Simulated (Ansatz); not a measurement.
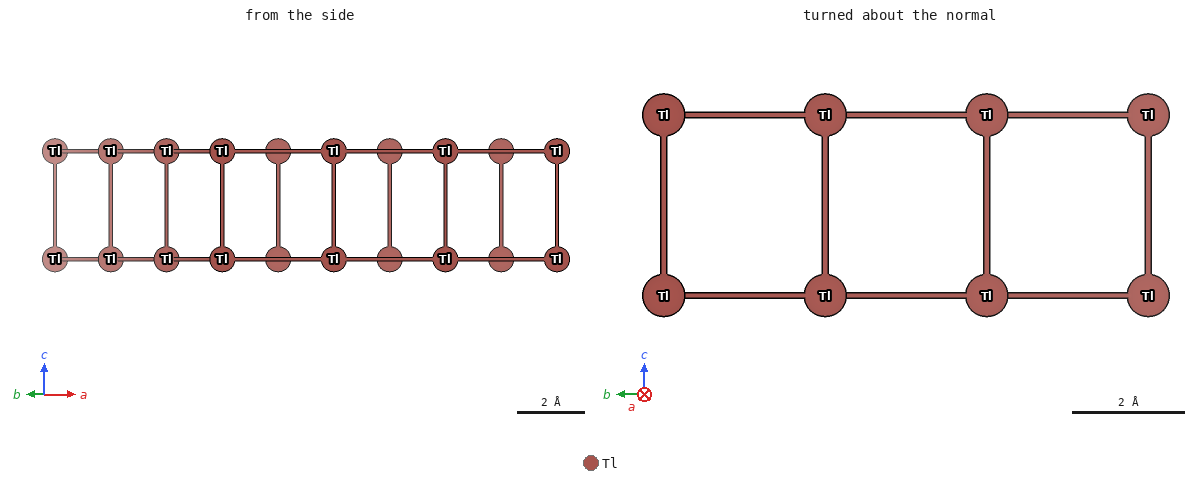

A ball-and-stick picture of a periodic sheet, seen from the side and turned about the normal. The surface normal points up in side views; the vacuum is left out. 3×3 cells are drawn in the plane, with atoms at the edges repeated.

The cell holds 2 Tl.

> How far does the slab extend along the normal?

About 3.2 Å from the lowest to the highest atom.

> How are the atomic planes stacked?

Two planes: Tl / Tl.

> How are the atoms bonded?

The coordination shell of Tl holds seven Tl at about 3.2 to 3.4 Å. The bonds build Tl layers parallel to the surface.

The starting point was a structure type filled with this element by a generator (whether the element takes this form wasn't checked). This is the structure after a relaxation with DFT PBE, scalar-relativistic, plane waves, PAW (Ansatz 0.2.0).
